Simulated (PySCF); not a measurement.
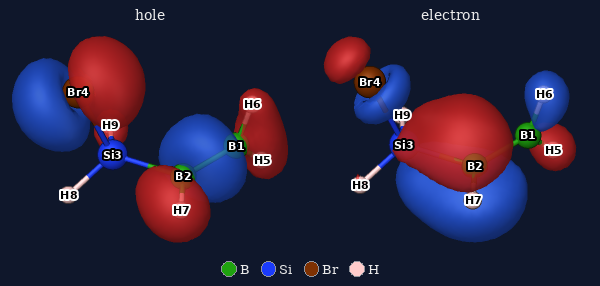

Figure 1: B$_{2}$BrH$_{5}$Si, SMILES `BB[SiH2]Br`. Leading natural transition orbital pair of S₃ (full linear response singlet states); the surfaces enclose about 78 % of each orbital's density.

PySCF calculation, CAM-B3LYP/def2-SVP, gas phase; geometry: GFN2-xTB. No frequency check shows the geometry to be a minimum. GFN2-xTB bond lengths at metals and heavier atoms can be off by up to 0.1 Å and shapes distorted, which carries into these values. Without diffuse functions Rydberg states are missing, so the states' numbers hold for this basis only.

Q: Give its energy and the atoms that hole and electron lie on.

A: 5.11 eV (243 nm), f = 0.016; the leading pair carries 96 %; hole on Br4 (41 %), B2 (21 %) and B1 (17 %), electron on B2 (47 %), Si3 (19 %) and B1 (10 %); their centroids lie 1.0 Å apart; S₄ lies within 0.1 eV of it. In canonical orbitals it is mainly HOMO−2 → LUMO (63 %). The HOMO–LUMO gap is 7.63 eV.

The PySCF run took 7.9 min on 1 thread of Arm Neoverse V2, on a shared host, peak memory 0.67 GiB.
